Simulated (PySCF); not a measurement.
C₄H₁₁BOSi (SMILES CC#C[BH2-][O+](C)[SiH3])

Input

```
{"job": {"kind": "nmr", "xc": "PBE0", "basis": "pcSseg-1"}, "charge": 0, "multiplicity": 1}
C      3.526903    -0.179749    -0.592905
C      2.181900    -0.248461    -0.049273
C      1.073322    -0.311140     0.416933
B     -0.355408    -0.363572     0.993927
O     -1.360545     0.114580    -0.267500
C     -1.078177     1.413655    -0.725163
Si    -2.593644    -0.878034    -0.743746
H      3.936687    -1.182714    -0.719688
H      4.176954     0.381142     0.080338
H      3.516457     0.318929    -1.563831
H     -0.747614    -1.461987     1.236209
H     -0.572904     0.438149     1.847723
H     -1.304857     2.135932     0.062378
H     -1.665698     1.644403    -1.613589
H     -0.013119     1.471231    -0.957530
H     -1.990060    -2.132518    -1.168494
H     -3.194762    -0.156554    -1.869981
H     -3.544193    -0.996975     0.357775
```

Run with:

```sh
OMP_NUM_THREADS=1 python probes_run.py task.json out
```

Geometry: GFN2-xTB.

All numbers below come from PBE0/pcSseg-1, SCF density, gas phase, non-relativistic (PySCF 2.14.0).

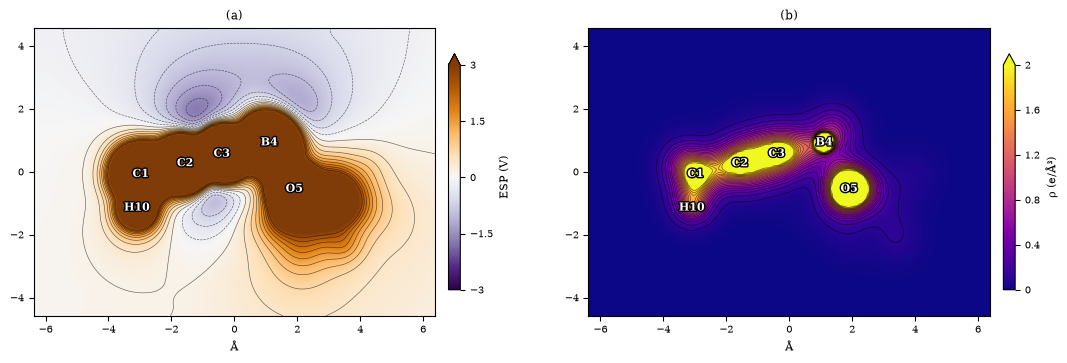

Figure 1. (a) electrostatic potential; (b) electron density on the plane of atoms C3, B4 and O5.

Q: Interpret the plot.

A:
- The plane passes through C, B, O and H nuclei.
- C–C (1.20 Å): ρ at the midpoint is about 2.7 e/Å³.
- C–B (1.54 Å): ρ is about 1.4 e/Å³ halfway.
- B–O (1.68 Å): ρ at the midpoint is about 0.89 e/Å³.
- C–H (1.09 Å): the density is about 2 e/Å³ at the midpoint.
- Outside the dense part of the molecule the potential is most negative (−1.7 V) near C3.

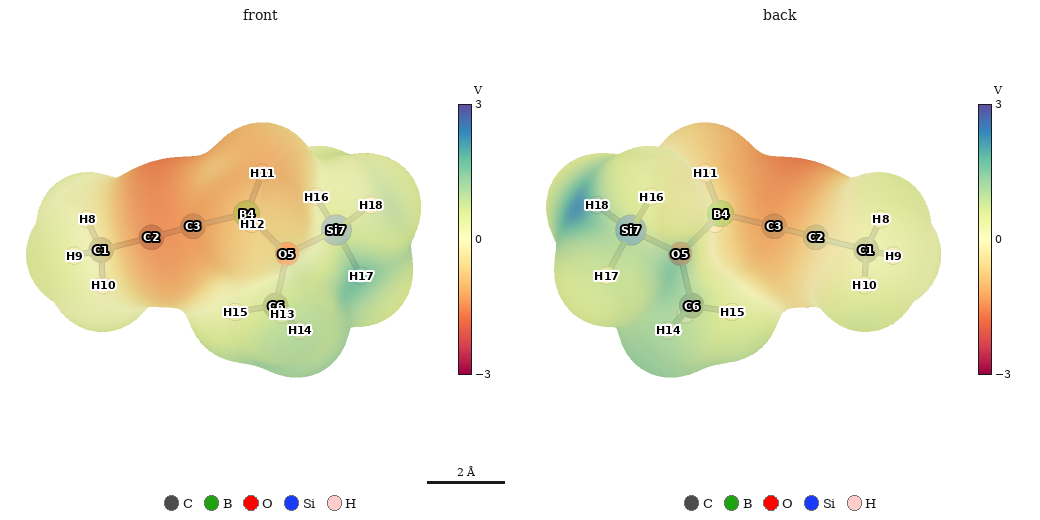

Figure 2. The molecular electrostatic potential painted on the density surface at 0.002 e/bohr³, seen from the front and from behind; the colour scale runs from red (negative) to blue (positive).

Q: Describe the electrostatic potential map.

A: The most negative region (about −1.6 V, or −37 kcal/mol for a unit charge) lies over C2 and C3, the most positive (about +2.2 V, or +51 kcal/mol for a unit charge) over Si7.
